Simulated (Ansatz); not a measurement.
# CH₆Cl₂GaP: up Jacob's ladder to CCSD(T), part 2 of 2

Ansatz 0.2.0, Gaussian basis; functionals in def2-TZVPP, the program's frozen cores in correlated methods. The steps go on from the part before.

### 14 CAM-B3LYP-D4 (range-separated)

The input, in.yaml:

```yaml
crystal:
  periodic: [false, false, false]
  atoms:
    - {symbol: C, position_ang: [-1.679004, 0.985428, 0.307696]}
    - {symbol: Ga, position_ang: [-0.307707, 0.218953, -0.855448]}
    - {symbol: P, position_ang: [1.501075, -0.916459, 0.508456]}
    - {symbol: Cl, position_ang: [-0.744209, -1.587139, -2.002992]}
    - {symbol: Cl, position_ang: [1.109961, 1.530977, -1.873919]}
    - {symbol: H, position_ang: [-1.248239, 1.744873, 0.961525]}
    - {symbol: H, position_ang: [-2.148978, 0.208351, 0.911985]}
    - {symbol: H, position_ang: [-2.447878, 1.455706, -0.308046]}
    - {symbol: H, position_ang: [2.325283, -0.192432, 1.393556]}
    - {symbol: H, position_ang: [2.482425, -1.465656, -0.335576]}
    - {symbol: H, position_ang: [1.222772, -2.039502, 1.313464]}
basis:
  gaussian: {orbitals: def2-TZVPP}
hamiltonian: {xc: {name: CAM-B3LYP}, dispersion: d4}
output: {orbitals: {seedname: orbitals}}
```

Command:

```
$ ansatz run in.yaml --threads 4 --pin off --events-out ev --progress --plain --max-ram 11315MiB
```

What it wrote, shortened:

```text
Functional definition: CAM-B3LYP
  name "CAM-B3LYP"
  cite "Yanai, Tew & Handy, Chem. Phys. Lett. 393, 51 (2004) doi:10.1016/j.cplett.2004.06.011"
  cite "Iikura, Tsuneda, Yanai & Hirao, J. Chem. Phys. 115, 3540 (2001) doi:10.1063/1.1383587"
  cite "Becke, Phys. Rev. A 38, 3098 (1988) doi:10.1103/PhysRevA.38.3098"
  cite "Lee, Yang & Parr, Phys. Rev. B 37, 785 (1988) doi:10.1103/PhysRevB.37.785"
  cite "Vosko, Wilk & Nusair, Can. J. Phys. 58, 1200 (1980) doi:10.1139/p80-159"
[...]
  # Exact exchange under (alpha + beta erf(omega r))/r, Becke's under what is left of 1/r.
[...]
1860 factors; their error is unknown
389 factors; integrals over basis functions are off by at most 1.2e-5 eV
[...]
mean field -87855.49978346 eV, -3228.6300664455 hartree, gradient 4.4e-5 eV, S^2 0.000000; 0 other end points of the search recorded, 0 dependent functions left out
reference -87855.49994553 eV, -3228.6300724014 hartree; 46, 46 occupied and 243, 243 virtual orbitals, 1860 factors
Total energy: -87855.81199257 eV, -3228.6415399188 hartree
```

Wall time 7.5 s (4 threads of Arm Neoverse V1, shared host); peak memory 1.3 GiB.

Atomisation energy: 3370.4 kJ/mol (free atoms -87820.880 eV, run apart). HOMO -9.33 eV, LUMO 0.54 eV.

### 15 LC-ωPBE (range-separated)

in.yaml, as its differences from that of step 14:

```diff
@@ -16,3 +16,3 @@
   gaussian: {orbitals: def2-TZVPP}
-hamiltonian: {xc: {name: CAM-B3LYP}, dispersion: d4}
+hamiltonian: {xc: {name: LC-wPBE}}
 output: {orbitals: {seedname: orbitals}}
```

Launched as before.

What it wrote, shortened:

```text
Functional definition: LC-wPBE
  name "LC-wPBE"
  cite "Vydrov & Scuseria, J. Chem. Phys. 125, 234109 (2006) doi:10.1063/1.2409292"
  cite "Heyd & Scuseria, J. Chem. Phys. 120, 7274 (2004) doi:10.1063/1.1668634"
  cite "Ernzerhof & Perdew, J. Chem. Phys. 109, 3313 (1998) doi:10.1063/1.476928"
  cite "Perdew, Burke & Ernzerhof, Phys. Rev. Lett. 77, 3865 (1996) doi:10.1103/PhysRevLett.77.3865"
  parent pbe
[...]
1777 factors; their error is unknown
474 factors; integrals over basis functions are off by at most 3.3e-5 eV
[...]
mean field -87835.09314632 eV, -3227.8801363629 hartree, gradient 4.6e-5 eV, S^2 0.000000; 0 other end points of the search recorded, 0 dependent functions left out
reference -87835.09314633 eV, -3227.8801363632 hartree; 46, 46 occupied and 243, 243 virtual orbitals, 1777 factors
Total energy: -87835.09314633 eV, -3227.8801363632 hartree
```

Run time: 4.6 s. Hardware: 4 threads of Arm Neoverse V1, shared host; peak memory 0.73 GiB.

Atomisation energy: 3334.7 kJ/mol (free atoms -87800.531 eV, run apart). HOMO -10.68 eV, LUMO 1.71 eV.

### 16 ωB97X-V (range-separated)

in.yaml, as its differences from that of step 15:

```diff
@@ -16,3 +16,3 @@
   gaussian: {orbitals: def2-TZVPP}
-hamiltonian: {xc: {name: LC-wPBE}}
+hamiltonian: {xc: {name: wB97X-V}}
 output: {orbitals: {seedname: orbitals}}
```

Same command.

What it wrote, shortened:

```text
Functional definition: wB97X-V
  name "wB97X-V"
  cite "Mardirossian & Head-Gordon, Phys. Chem. Chem. Phys. 16, 9904 (2014) doi:10.1039/C3CP54374A"
  cite "Becke, J. Chem. Phys. 107, 8554 (1997) doi:10.1063/1.475007"
  cite "Vydrov & Van Voorhis, J. Chem. Phys. 133, 244103 (2010) doi:10.1063/1.3521275"
[...]
      + integral(e_c_pw_opposite_spin*poly(b97_u_opposite, cos0, cos1)) + vv10(b, c)
1849 factors; their error is unknown
370 factors; integrals over basis functions are off by at most 1.2e-5 eV
[...]
mean field -87841.84528601 eV, -3228.1282729197 hartree, gradient 6.4e-5 eV, S^2 0.000000; 0 other end points of the search recorded, 0 dependent functions left out
reference -87841.84528374 eV, -3228.1282728363 hartree; 46, 46 occupied and 243, 243 virtual orbitals, 1849 factors
Total energy: -87841.84528374 eV, -3228.1282728363 hartree
```

It took 15 s on 4 threads of Arm Neoverse V1, shared host; peak memory 1.3 GiB.

Atomisation energy: 3405.5 kJ/mol (free atoms -87806.550 eV, run apart). HOMO -10.33 eV, LUMO 1.56 eV.

### 17 ωB97M-V (range-separated)

in.yaml, as its differences from that of step 16:

```diff
@@ -16,3 +16,3 @@
   gaussian: {orbitals: def2-TZVPP}
-hamiltonian: {xc: {name: wB97X-V}}
-output: {orbitals: {seedname: orbitals}}
+hamiltonian: {xc: {name: wB97M-V}}
+output: {forces: true, orbitals: {seedname: orbitals}}
```

Same command.

What it wrote, shortened:

```text
Functional definition: wB97M-V
  name "wB97M-V"
  cite "Mardirossian & Head-Gordon, J. Chem. Phys. 144, 214110 (2016) doi:10.1063/1.4952647"
  cite "Becke, J. Chem. Phys. 107, 8554 (1997) doi:10.1063/1.475007"
  cite "Vydrov & Van Voorhis, J. Chem. Phys. 133, 244103 (2010) doi:10.1063/1.3521275"
  # Of w^i u^j: cxij and so on, Table III.
[...]
  gx(w, u) = 1 - cx + cx01*u + cx10*w
  gss(w, u) = css00 + css04*u^4 + css10*w + css20*w^2 + css43*w^4*u^3
  gos(w, u) = cos00 + cos10*w + (cos20 + cos21*u)*w^2 + (cos60 + cos61*u)*w^6
[...]
      + integral(e_c_pw_mod_opposite_spin*gos(b97_w_opposite, b97_u_opposite)) + vv10(b, c)
1844 factors; their error is unknown
370 factors; integrals over basis functions are off by at most 1.2e-5 eV
[...]
Atom 1 at    -0.307707     0.218953    -0.855448 Å, force    -0.098079     0.058545    -0.024623 eV/Å
Atom 2 at     1.501075    -0.916459     0.508456 Å, force     0.198202    -0.122466     0.143526 eV/Å
Atom 3 at    -0.744209    -1.587139    -2.002992 Å, force     0.004519    -0.003811    -0.003404 eV/Å
Atom 4 at     1.109961     1.530977    -1.873919 Å, force     0.005791    -0.002264    -0.002918 eV/Å
Atom 5 at    -1.248239     1.744873     0.961525 Å, force    -0.044055    -0.051207    -0.038826 eV/Å
Atom 6 at    -2.148978     0.208351     0.911985 Å, force     0.023875     0.065343    -0.035430 eV/Å
Atom 7 at    -2.447878     1.455706    -0.308046 Å, force     0.050465    -0.030945     0.056694 eV/Å
Atom 8 at     2.325283    -0.192432     1.393556 Å, force    -0.085003    -0.088100    -0.097914 eV/Å
Atom 9 at     2.482425    -1.465656    -0.335576 Å, force    -0.098841     0.055087     0.090713 eV/Å
Atom 10 at     1.222772    -2.039502     1.313464 Å, force     0.040442     0.121681    -0.088149 eV/Å
Dipole moment:     0.343874    -0.246157     0.985411 e Å
```

It took 20 s on 4 threads of Arm Neoverse V1, shared host; peak memory 1.4 GiB.

With the free atoms at this level, -87811.343 eV in sum, the atomisation energy is 3388.7 kJ/mol. HOMO -10.20 eV, LUMO 1.33 eV.

### 18 B2PLYP (double hybrid)

in.yaml, as its differences from that of step 17:

```diff
@@ -16,3 +16,2 @@
   gaussian: {orbitals: def2-TZVPP}
-hamiltonian: {xc: {name: wB97M-V}}
-output: {forces: true, orbitals: {seedname: orbitals}}
+hamiltonian: {xc: {name: B2PLYP}}
```

Launched as before.

What it wrote, shortened:

```text
Functional definition: B2PLYP
  name "B2PLYP"
  cite "Grimme, J. Chem. Phys. 124, 034108 (2006) doi:10.1063/1.2148954"
  cite "Becke, Phys. Rev. A 38, 3098 (1988) doi:10.1103/PhysRevA.38.3098"
  cite "Lee, Yang & Parr, Phys. Rev. B 37, 785 (1988) doi:10.1103/PhysRevB.37.785"
[...]
1700 factors; integrals over basis functions are off by at most 7.2e-4 eV
[...]
mean field -87821.96325275 eV, -3227.3976216738 hartree, gradient 1.0e-5 eV, S^2 0.000000; 0 other end points of the search recorded, 0 dependent functions left out
25 core orbitals not correlated: weight in the atoms' cores, before any rotation towards them, 1.000 or more for the frozen orbitals, at most 0.000 for the correlated occupied ones
reference -87821.96346272 eV, -3227.3976293902 hartree; 21, 21 occupied and 243, 243 virtual orbitals, 1700 factors
second order -31.75279347 eV of doubles, -0.00000000 eV of singles
Total energy: -87830.53671696 eV, -3227.7126906722 hartree
```

Wall time 11 s (4 threads of Arm Neoverse V1, shared host); peak memory 0.89 GiB.

With the free atoms at this level, -87796.135 eV in sum, the atomisation energy is 3319.2 kJ/mol.

### 19 PBE-QIDH (double hybrid)

in.yaml, as its differences from that of step 18:

```diff
@@ -16,2 +16,2 @@
   gaussian: {orbitals: def2-TZVPP}
-hamiltonian: {xc: {name: B2PLYP}}
+hamiltonian: {xc: {name: PBE-QIDH}}
```

Launched as before.

What it wrote, shortened:

```text
Functional definition: PBE-QIDH
  name "PBE-QIDH"
  cite "Brémond, Sancho-García, Pérez-Jiménez & Adamo, J. Chem. Phys. 141, 031101 (2014) doi:10.1063/1.4890314"
  cite "Perdew, Burke & Ernzerhof, Phys. Rev. Lett. 77, 3865 (1996) doi:10.1103/PhysRevLett.77.3865"
[...]
1700 factors; integrals over basis functions are off by at most 7.2e-4 eV
[...]
mean field -87806.20266033 eV, -3226.8184305853 hartree, gradient 8.6e-6 eV, S^2 0.000000; 0 other end points of the search recorded, 0 dependent functions left out
25 core orbitals not correlated: weight in the atoms' cores, before any rotation towards them, 1.000 or more for the frozen orbitals, at most 0.000 for the correlated occupied ones
reference -87806.20267509 eV, -3226.8184311278 hartree; 21, 21 occupied and 243, 243 virtual orbitals, 1700 factors
second order -29.40029311 eV of doubles, -0.00000000 eV of singles
Total energy: -87816.00277279 eV, -3227.1785780756 hartree
```

Wall time 10 s (4 threads of Arm Neoverse V1, shared host); peak memory 0.89 GiB.

Atomisation energy: 3364.2 kJ/mol (free atoms -87781.135 eV, run apart).

### 20 Frontier levels by functional

Dipoles come from the runs that computed forces. Levels, from each run's orbital file:

```tsv
functional	HOMO (eV)	LUMO (eV)	gap (eV)	dipole (D)
LDA (SPW92)	-6.88	-1.59	5.29	
PBE-D4	-6.73	-1.43	5.30	4.99
revPBE-D4	-6.68	-1.36	5.32	
BLYP-D4	-6.59	-1.31	5.28	
r2SCAN-D4	-7.03	-1.18	5.85	5.20
B97M-V	-7.13	-1.33	5.80	
PBE0-D4	-8.01	-0.54	7.46	
B3LYP-D4	-7.77	-0.76	7.01	5.12
r2SCANh-D4	-7.50	-0.86	6.64	
r2SCAN0-D4	-8.21	-0.39	7.82	
HSE06-D4	-7.61	-0.92	6.69	
BHLYP-D4	-9.15	0.40	9.55	
CAM-B3LYP-D4	-9.33	0.54	9.87	
LC-ωPBE	-10.68	1.71	12.39	
ωB97X-V	-10.33	1.56	11.89	
ωB97M-V	-10.20	1.33	11.53	5.15
```

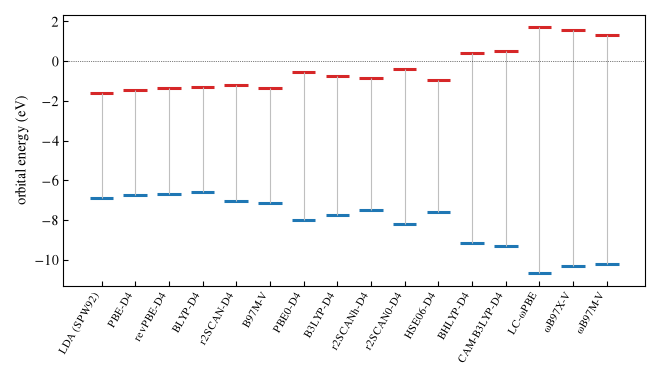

Highest occupied (blue) and lowest empty (red) level by functional.

### 21 CCSD(T) in def2-SVP

in.yaml, as its differences from that of step 19:

```diff
@@ -15,3 +15,3 @@
 basis:
-  gaussian: {orbitals: def2-TZVPP}
-hamiltonian: {xc: {name: PBE-QIDH}}
+  gaussian: {orbitals: def2-SVP}
+correlation: {method: ccsd_t}
```

Launched as before.

What it wrote, shortened:

```text
Functional definition: HF
  name "HF"
  cite "Fock, Z. Phys. 61, 126 (1930) doi:10.1007/BF01340294"
  parent pbe
[...]
1255 factors; integrals over basis functions are off by at most 1.0e-3 eV
[...]
mean field -87724.29806012 eV, -3223.8084920445 hartree, gradient 2.0e-6 eV, S^2 0.000000; 0 other end points of the search recorded, 0 dependent functions left out
25 core orbitals not correlated: weight in the atoms' cores, before any rotation towards them, 1.000 or more for the frozen orbitals, at most 0.000 for the correlated occupied ones
reference -87724.29806012 eV, -3223.8084920445 hartree; 21, 21 occupied and 84, 84 virtual orbitals, 1255 factors
second order -20.51474922 eV of doubles, -0.00000000 eV of singles
cycle   1  -21.31212999 eV  change   -8.0e-1 eV  update   1.0e-1
[...]
cycle   8  -21.99832163 eV  change   -3.7e-5 eV  update   3.8e-5
perturbative correction -0.59299544 eV, -0.0217921804 hartree
Total energy: -87746.88937719 eV, -3224.6387076337 hartree
```

Run time: 14 s. Hardware: 4 threads of Arm Neoverse V1, shared host; peak memory 0.73 GiB.

### 22 CCSD(T) in def2-TZVPP

in.yaml, as its differences from that of step 21:

```diff
@@ -15,3 +15,4 @@
 basis:
-  gaussian: {orbitals: def2-SVP}
+  gaussian: {orbitals: def2-TZVPP}
 correlation: {method: ccsd_t}
+output: {orbitals: {seedname: orbitals}}
```

The command is unchanged.

What it wrote, shortened:

```text
Functional definition: HF
  name "HF"
  cite "Fock, Z. Phys. 61, 126 (1930) doi:10.1007/BF01340294"
  parent pbe
[...]
1700 factors; integrals over basis functions are off by at most 7.2e-4 eV
[...]
mean field -87744.08859473 eV, -3224.5357807771 hartree, gradient 1.7e-6 eV, S^2 0.000000; 0 other end points of the search recorded, 0 dependent functions left out
25 core orbitals not correlated: weight in the atoms' cores, before any rotation towards them, 1.000 or more for the frozen orbitals, at most 0.000 for the correlated occupied ones
reference -87744.08859473 eV, -3224.5357807771 hartree; 21, 21 occupied and 243, 243 virtual orbitals, 1700 factors
second order -25.94480819 eV of doubles, -0.00000000 eV of singles
cycle   1  -26.83369794 eV  change   -8.9e-1 eV  update   1.1e-1
[...]
cycle   8  -27.65781891 eV  change   -2.3e-5 eV  update   5.2e-5
perturbative correction -1.14915182 eV, -0.0422305504 hartree
Total energy: -87772.89556547 eV, -3225.5944174255 hartree
```

Run time: 7.6 min. Hardware: 4 threads of Arm Neoverse V1, shared host; peak memory 8.3 GiB.

### 23 MP2 in def2-QZVPP

in.yaml, as its differences from that of step 22:

```diff
@@ -15,4 +15,3 @@
 basis:
-  gaussian: {orbitals: def2-TZVPP}
-correlation: {method: ccsd_t}
-output: {orbitals: {seedname: orbitals}}
+  gaussian: {orbitals: "def2-QZVPP.json"}
+correlation: {method: mp2}
```

The command is unchanged.

What it wrote:

```text
Functional definition: HF
  name "HF"
  cite "Fock, Z. Phys. 61, 126 (1930) doi:10.1007/BF01340294"
  parent pbe
  exchange = exact_x
  correlation = 0
3214 factors; integrals over basis functions are off by at most 6.3e-4 eV
mean field evaluation 1: about -87742.6139 eV, gradient 3.4e1 eV
mean field evaluation 2: about -87742.7448 eV, gradient 3.4e1 eV
mean field evaluation 4: about -87746.1197 eV, gradient 4.8e0 eV
mean field evaluation 8: about -87746.1890 eV, gradient 4.1e-1 eV
mean field -87746.18972171 eV, -3224.6129957693 hartree, gradient 2.4e-6 eV, S^2 0.000000; 0 other end points of the search recorded, 0 dependent functions left out
25 core orbitals not correlated: weight in the atoms' cores, before any rotation towards them, 1.000 or more for the frozen orbitals, at most 0.000 for the correlated occupied ones
reference -87746.18972171 eV, -3224.6129957693 hartree; 21, 21 occupied and 490, 490 virtual orbitals, 3214 factors
second order -34.41263419 eV of doubles, -0.00000000 eV of singles
Total energy: -87780.60235590 eV, -3225.8776367501 hartree
```

Wall time 41 s (4 threads of Arm Neoverse V1, shared host); peak memory 3.9 GiB.

The pieces so far (eV):

```tsv
basis	HF	MP2 correlation	CCSD correlation	(T)	total
def2-SVP	-87724.2981	-20.5147	-21.9983	-0.5930	-87746.8894
def2-TZVPP	-87744.0886	-25.9448	-27.6578	-1.1492	-87772.8956
def2-QZVPP	-87746.1897	-34.4126			-87780.6024 (MP2)
```

The report of the def2-TZVPP run gives T1 = 0.0111.

### 24 From triple and quadruple zeta to the limit

No new run: Hartree-Fock is extrapolated as exp(−7.88√X) and correlation as X^−2.97, with X = 3 and 4; only MP2 was run in the larger set, so CCSD(T) minus MP2 is added from the smaller one.

```tsv
level	energy at the limit (eV)
HF	-87746.4791
MP2	-87787.1642
CCSD	-87788.8772
CCSD(T)	-87790.0264
```

This is no true limit for total energies: MP2 correlation changes by a factor of 1.33 from triple to quadruple zeta (about 1.07 in light molecules), because outer-core shells are correlated in sets not made for them. Much of that cancels between molecule and atoms or ions.

### 25 RPA on PBE orbitals

in.yaml, as its differences from that of step 23:

```diff
@@ -15,3 +15,4 @@
 basis:
-  gaussian: {orbitals: "def2-QZVPP.json"}
-correlation: {method: mp2}
+  gaussian: {orbitals: def2-TZVPP}
+hamiltonian: {xc: pbe}
+correlation: {method: rpa}
```

Same command.

What it wrote, shortened:

```text
Functional definition: PBE
  name "PBE"
  cite "Perdew, Burke & Ernzerhof, Phys. Rev. Lett. 77, 3865 (1996) doi:10.1103/PhysRevLett.77.3865"
  parent pbe
[...]
1700 factors; integrals over basis functions are off by at most 7.2e-4 eV
[...]
mean field -87827.67648442 eV, -3227.6075790651 hartree, gradient 6.7e-6 eV, S^2 0.000000; 0 other end points of the search recorded, 0 dependent functions left out
25 core orbitals not correlated: weight in the atoms' cores, before any rotation towards them, 1.000 or more for the frozen orbitals, at most 0.000 for the correlated occupied ones
reference -87741.87412538 eV, -3224.4544005292 hartree; 21, 21 occupied and 243, 243 virtual orbitals, 1700 factors
Total energy: -87785.20848027 eV, -3226.0469086985 hartree
```

Run time: 8.5 s. Hardware: 4 threads of Arm Neoverse V1, shared host; peak memory 0.74 GiB.

RPA correlation: -43.334 eV. No RPA run of the hydrogen atom was made, so RPA has no atomisation energy below.

### 26 The ladder

Atomisation energy = energies of 1 C, 1 Ga, 1 P, 2 Cl, 6 H (separate runs, same level) minus the molecule's; electronic only, no spin-orbit term.

Differences are taken before rounding.

```tsv
method	rung	atoms, summed (eV)	atomisation energy (kJ/mol)	from CCSD(T)/CBS (kJ/mol)	time
LDA (SPW92)	LDA	-87603.694	3807.1	+422.8	2.1 s
PBE-D4	GGA	-87792.876	3390.7	+6.5	4.1 s
revPBE-D4	GGA	-87807.720	3321.4	-62.8	3.2 s
BLYP-D4	GGA	-87818.860	3324.5	-59.8	3.2 s
r2SCAN-D4	meta-GGA	-87813.699	3392.4	+8.1	8 s
B97M-V	meta-GGA	-87797.900	3402.5	+18.2	17 s
PBE0-D4	hybrid	-87797.364	3370.1	-14.2	6.5 s
B3LYP-D4	hybrid	-87820.616	3358.0	-26.3	10 s
r2SCANh-D4	hybrid	-87813.407	3379.4	-4.8	10 s
r2SCAN0-D4	hybrid	-87812.998	3361.7	-22.6	10 s
HSE06-D4	hybrid	-87796.629	3371.9	-12.4	7 s
BHLYP-D4	hybrid	-87816.739	3311.9	-72.4	7.5 s
CAM-B3LYP-D4	range-separated	-87820.880	3370.4	-13.9	7.5 s
LC-ωPBE	range-separated	-87800.531	3334.7	-49.6	4.6 s
ωB97X-V	range-separated	-87806.550	3405.5	+21.3	15 s
ωB97M-V	range-separated	-87811.343	3388.7	+4.4	20 s
B2PLYP	double hybrid	-87796.135	3319.2	-65.0	11 s
PBE-QIDH	double hybrid	-87781.135	3364.2	-20.0	10 s
HF/def2-TZVPP	wavefunction	-87718.037	2513.6	-870.6	
MP2/def2-TZVPP	wavefunction	-87735.540	3328.1	-56.1	
CCSD/def2-TZVPP	wavefunction	-87737.974	3258.6	-125.7	
CCSD(T)/def2-SVP	wavefunction	-87714.111	3162.7	-221.6	14 s
CCSD(T)/def2-TZVPP	wavefunction	-87738.649	3304.3	-80.0	7.6 min
MP2/CBS	wavefunction	-87751.842	3408.1	+23.8	
CCSD(T)/CBS	wavefunction	-87754.951	3384.3	0	8.3 min
```

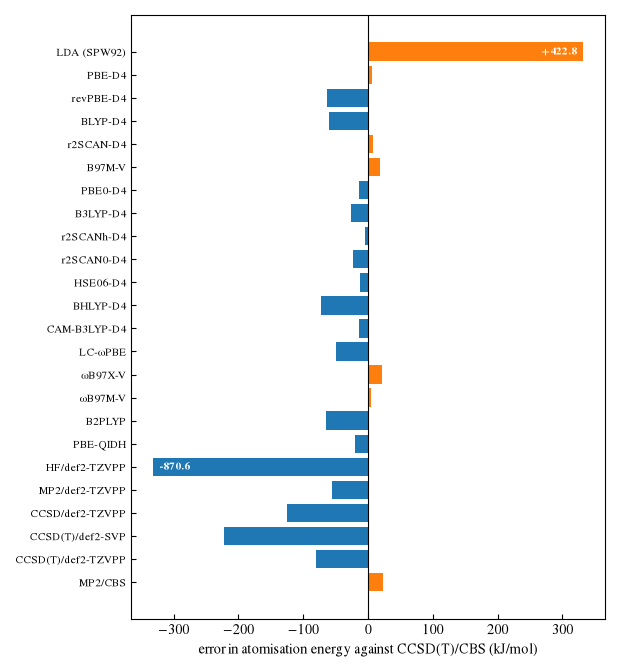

Error of each method against CCSD(T)/CBS. Bars with a number in them are cut short.

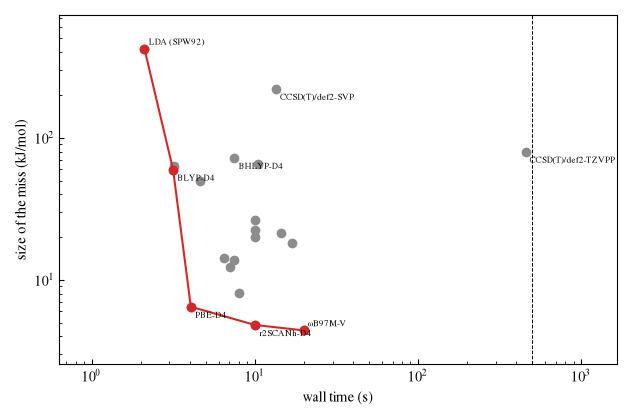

Accuracy for the time spent; red marks the levels that beat every quicker one drawn (of those quicker than the yardstick), and the dashed line is the time of CCSD(T)/CBS. Only those levels and the largest misses are named. Times are from a shared host.

LDA (SPW92), LC-ωPBE, B2PLYP, PBE-QIDH carry no dispersion term (for B3LYP, D4 adds 53.5 kJ/mol).

Times are those of the molecule's run; HF, MP2 and CCSD come out of the CCSD(T) runs, and the limit's time is the sum of the runs that it needs.

### 27 Results

This closing draws on all 2 parts.

```
                               quantity                                                                                                                     value
        atomisation energy, CCSD(T)/CBS                                                                                                             3384.3 kJ/mol
 functionals within 33.8 kJ/mol (1.0 %)  PBE-D4, r2SCAN-D4, B97M-V, PBE0-D4, B3LYP-D4, r2SCANh-D4, r2SCAN0-D4, HSE06-D4, CAM-B3LYP-D4, ωB97X-V, ωB97M-V, PBE-QIDH
                    farthest beyond LDA                                                                                                   BHLYP-D4 (-72.4 kJ/mol)
                mean size of error, GGA                                                                                                               43.0 kJ/mol
           mean size of error, meta-GGA                                                                                                               13.2 kJ/mol
             mean size of error, hybrid                                                                                                               25.4 kJ/mol
    mean size of error, range-separated                                                                                                               22.3 kJ/mol
      mean size of error, double hybrid                                                                                                               42.5 kJ/mol
              gap, smallest and largest                                                                                     5.28 eV (BLYP-D4), 12.39 eV (LC-ωPBE)
                          T1 diagnostic                                                                                                                    0.0111
triples share of the correlation energy                                                                                                                     4.0 %
```

LDA overbinds by 422.8 kJ/mol (12 %). PBE-D4 is off by +6.5 kJ/mol. Double hybrids carry the basis error of their MP2 part in triple zeta, and no dispersion term here, so their miss is partly the set-up's. The rungs meta-GGA, range-separated, hybrid miss on average by less than the doubt on the reference (33.8 kJ/mol), so they tie. Misses under about 33.8 kJ/mol are within the doubt on the reference itself, which lacks core-valence correlation, relativity and higher excitations, and its outer-core shells are covered unevenly. Hartree-Fock recovers 74 % of the binding; the rest is correlation. CCSD(T) in def2-SVP is off by -221.6 kJ/mol, worse than the median functional, from the basis alone. Orbital gaps span 5.3 to 12.4 eV; exact exchange widens them. Correlated methods include outer-core shells of Ga, which these sets cover unevenly.

For cost: ωB97M-V gets within 4.4 kJ/mol in 20 s, where CCSD(T)/CBS took 8.3 min; the quickest level in the cost chart, LDA (SPW92), takes 2.1 s and misses by 422.8 kJ/mol.
